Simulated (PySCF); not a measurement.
## Electronic structure of CH7BO3Si2 in real space

```yaml
atoms:
  - { symbol: O, position_ang: [-2.4322, 2.1042, -0.2547] }
  - { symbol: C, position_ang: [-1.6280, 1.3568, 0.2399] }
  - { symbol: Si, position_ang: [-1.7933, -0.5597, 0.3273] }
  - { symbol: O, position_ang: [-0.5889, -1.1373, 1.2329] }
  - { symbol: B, position_ang: [0.7196, -1.2386, 1.5036] }
  - { symbol: O, position_ang: [1.6492, -0.6209, 0.7857] }
  - { symbol: Si, position_ang: [2.0221, 0.3671, -0.4430] }
  - { symbol: H, position_ang: [-0.7009, 1.7896, 0.6905] }
  - { symbol: H, position_ang: [-1.7305, -1.1000, -1.0309] }
  - { symbol: H, position_ang: [-2.9987, -0.9329, 1.0602] }
  - { symbol: H, position_ang: [1.0517, -1.9007, 2.4194] }
  - { symbol: H, position_ang: [3.0974, -0.3415, -1.1317] }
  - { symbol: H, position_ang: [0.8829, 0.6035, -1.3388] }
  - { symbol: H, position_ang: [2.4488, 1.6101, 0.1974] }
```

Geometry: GFN2-xTB.

These are results of PBE0/pcSseg-1, SCF density, gas phase, non-relativistic in PySCF, not measurements.

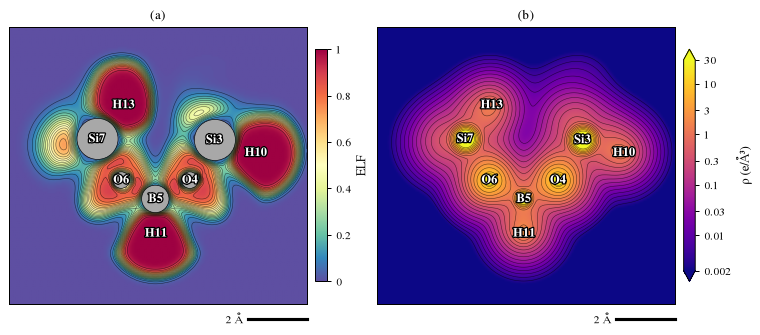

Figure 1. (a) electron localisation function; (b) electron density on the plane of atoms Si3, O4 and B5. Grey discs cover the atomic cores in the ELF map.

What does the map show?

Answer. The plane passes through Si, O, B and H nuclei. B–O (1.33 Å): ρ is about 2.2 e/Å³ halfway; the ELF peaks at about 0.90 between the atoms: a polar covalent bond. Si–O (1.61 Å): ρ is about 1.2 e/Å³ halfway; the ELF peaks at about 0.85 between the atoms (a short, strongly polar bond). B–H (1.18 Å): the density is about 1.3 e/Å³ at the midpoint; the ELF climbs to about 1 towards the hydrogen, as it does in any bond to H (an ordinary covalent bond to hydrogen). Si–H (1.46 Å): ρ is about 0.84 e/Å³ halfway; the ELF climbs to about 1 towards the hydrogen. The ELF also peaks beside O6 and O4, away from the bonds: lone-pair regions.

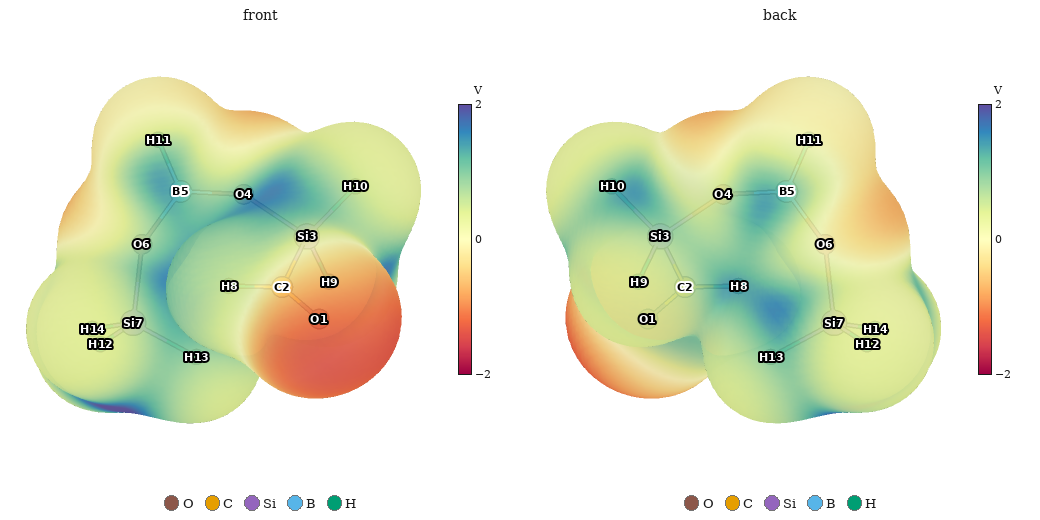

Figure 2. The molecular electrostatic potential painted on the density surface at 0.002 e/bohr³, seen from the front and from behind; red is negative and blue positive.

Describe the electrostatic potential map.

Answer. The most negative region (about −1.4 V) lies over O1, the most positive (about +1.9 V) over Si7. O1 is the likeliest acceptor of a hydrogen bond.

What dipole moment does the calculation give?

Answer. Its dipole moment is 1.54 D.
